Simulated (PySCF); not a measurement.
C7H18AlN

```yaml
atoms:
  - { symbol: C, position_ang: [3.4472, -0.0837, -0.3889] }
  - { symbol: C, position_ang: [2.1901, -0.6096, 0.2897] }
  - { symbol: C, position_ang: [0.9318, -0.0536, -0.3879] }
  - { symbol: Al, position_ang: [0.3149, 1.8565, -0.0325] }
  - { symbol: N, position_ang: [-1.3220, 0.5946, 0.1481] }
  - { symbol: C, position_ang: [-1.9611, 0.5673, -1.1568] }
  - { symbol: C, position_ang: [-2.3165, 0.6628, 1.2056] }
  - { symbol: C, position_ang: [-0.3515, -0.5158, 0.3399] }
  - { symbol: C, position_ang: [-0.8601, -1.8933, -0.0621] }
  - { symbol: H, position_ang: [4.3427, -0.4332, 0.1207] }
  - { symbol: H, position_ang: [3.4364, 1.0068, -0.3722] }
  - { symbol: H, position_ang: [3.4906, -0.4089, -1.4264] }
  - { symbol: H, position_ang: [2.1987, -0.2956, 1.3381] }
  - { symbol: H, position_ang: [2.1984, -1.7058, 0.2710] }
  - { symbol: H, position_ang: [0.9141, -0.4579, -1.4118] }
  - { symbol: H, position_ang: [-0.0895, 2.8959, -1.1157] }
  - { symbol: H, position_ang: [0.5354, 2.3441, 1.4341] }
  - { symbol: H, position_ang: [-1.1877, 0.5172, -1.9239] }
  - { symbol: H, position_ang: [-2.6504, -0.2743, -1.2671] }
  - { symbol: H, position_ang: [-2.5119, 1.4980, -1.2977] }
  - { symbol: H, position_ang: [-2.9732, 1.5144, 1.0318] }
  - { symbol: H, position_ang: [-1.8109, 0.8113, 2.1592] }
  - { symbol: H, position_ang: [-2.9257, -0.2456, 1.2569] }
  - { symbol: H, position_ang: [-0.1398, -0.5227, 1.4153] }
  - { symbol: H, position_ang: [-0.9817, -1.9712, -1.1402] }
  - { symbol: H, position_ang: [-0.1306, -2.6375, 0.2477] }
  - { symbol: H, position_ang: [-1.8078, -2.1338, 0.4188] }
```

Geometry: GFN2-xTB.

Level of theory: PySCF, PBE0/pcSseg-1, SCF density, gas phase, non-relativistic.

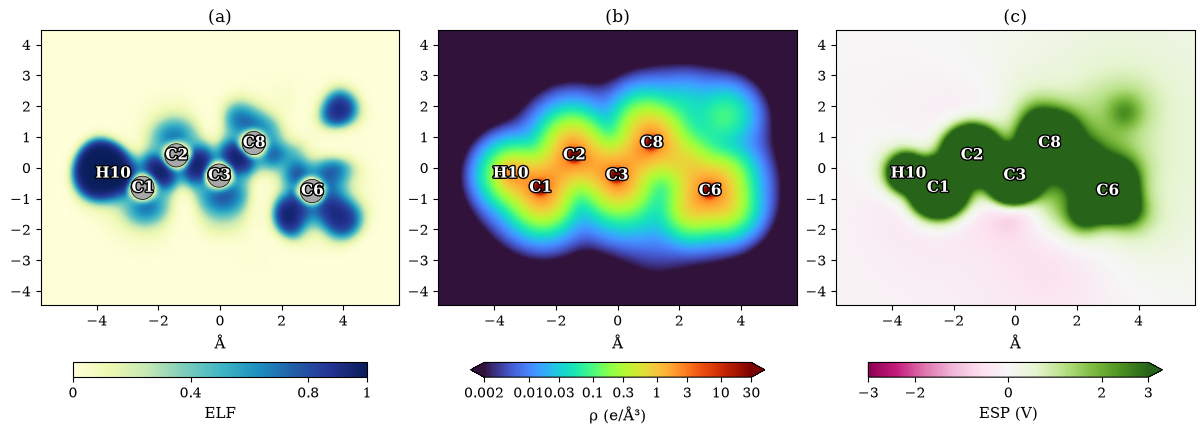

Figure 1. (a) electron localisation function; (b) electron density; (c) molecular electrostatic potential on the plane of atoms C1, C2 and C3. Grey discs cover the atomic cores in the ELF map.

> Interpret the plot.

The section cuts through C and H sites.
C–C (1.52 Å): ρ is about 1.6 e/Å³ halfway; the ELF peaks at about 0.95 between the atoms: localised, covalent bonding.
C–H (1.09 Å): ρ at the midpoint is about 2 e/Å³; the ELF climbs to about 1 towards the hydrogen, as it does in any bond to H; a covalent bond by its length.
Outside the dense part of the molecule the potential is most negative (−0.8 V) near C3.

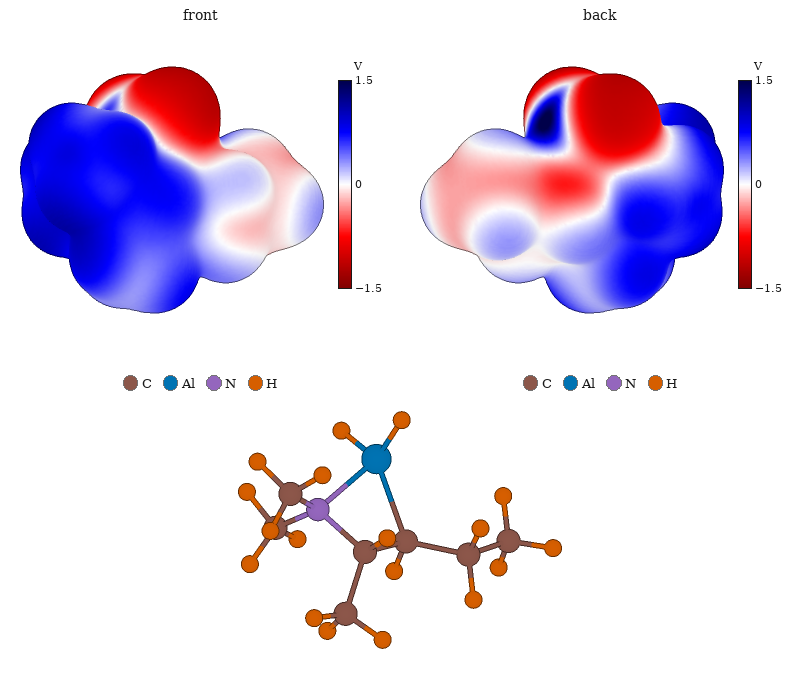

Figure 2. The electrostatic potential painted on the density surface at 0.002 e/bohr³, seen from the front and from behind; the colour scale runs from red (negative) to blue (positive). The bare structure is drawn below in the same view.

> Describe the electrostatic potential map.

The most negative region (about −1.2 V) lies over H16 and H17, the most positive (about +1.4 V) over Al4.
